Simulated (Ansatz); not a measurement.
# A small benchmark: atomisation enthalpy at 298 K

6 molecules holding Si, Ge, B, Al, Ga, P or As; the atomisation enthalpy at 298 K in kJ/mol, computed less measured. Shapes, held fixed at every level: PBE0-D4/def2-TZVP. Thermal terms are harmonic and unscaled (PBE0-D4/def2-TZVP); the spin-orbit lowering of the free atoms is taken from their spectra. Programs: Ansatz 0.2.0. Measured values: CRC Handbook of Chemistry and Physics, NIST-JANAF tables.

Levels: A = wB97X-V/def2-TZVPP; B = CCSD(T)/def2-SVP; C = CCSD/def2-TZVPP.

```csv
molecule,from tabulated heats,A,B,C
BHF2 (SMILES FBF),1681,-6,-65,-63
PF3 (phosphorus trifluoride),1513,+3,-237,-116
GeCl4 (germanium tetrachloride),1353,+34,-129,-68
SiH2F2 (SMILES F[SiH2]F),1836,-23,-178,-85
GeI4 (SMILES [I][Ge]([I])([I])[I]),856,+4,-129,-71
Si(SiF3)F3 (hexafluorodisilane),3760,-56,-441,-219
```

(1) Sum up the errors.

## Answers

(1) 
| level | kind | mean error | mean absolute error | worst case |
| --- | --- | --- | --- | --- |
| wB97X-V/def2-TZVPP | range-separated hybrid | -7.3 | 21.0 | Si(SiF3)F3 |
| CCSD(T)/def2-SVP | coupled cluster or CI | -196.5 | 196.5 | Si(SiF3)F3 |
| CCSD/def2-TZVPP | coupled cluster or CI | -103.7 | 103.7 | Si(SiF3)F3 |

On this set wB97X-V/def2-TZVPP has the smallest mean absolute error and CCSD(T)/def2-SVP the largest. CCSD(T)/def2-SVP is too low in 6 of 6; CCSD/def2-TZVPP is too low in 6 of 6. The heats of GeCl4, GeI4, Si(SiF3)F3 come from older tables and can be uncertain by 10 kJ/mol or more. The molecules' own spin-orbit binding is left out, so errors for heavy halides read too negative. Heats of the atoms come from ATcT where it has them, that of boron, 570 kJ/mol, from recent work. The levels differ in basis as well as in method. With so many references in doubt the order of the levels isn't settled. The tabulated values of BHF2, SiH2F2 are in doubt (older tables, estimates, or at odds with other calculations) and kept here. Over the 4 molecules whose values aren't doubted the mean absolute errors are A 24.2; B 234.0; C 118.5. Correlated wave functions converge slowly with the basis. CCSD also lacks the triples, which bind further. For atoms past krypton def2 sets carry core potentials with scalar relativity. Relativity is left out for Ge. Outer-core shells of Ge, I are correlated, in sets that cover them unevenly. The set is small.

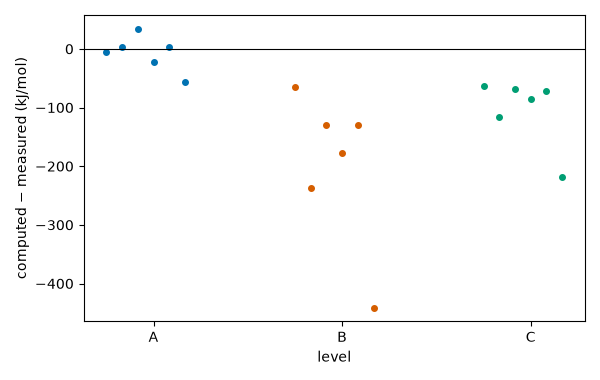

Errors of each level, one point a molecule.
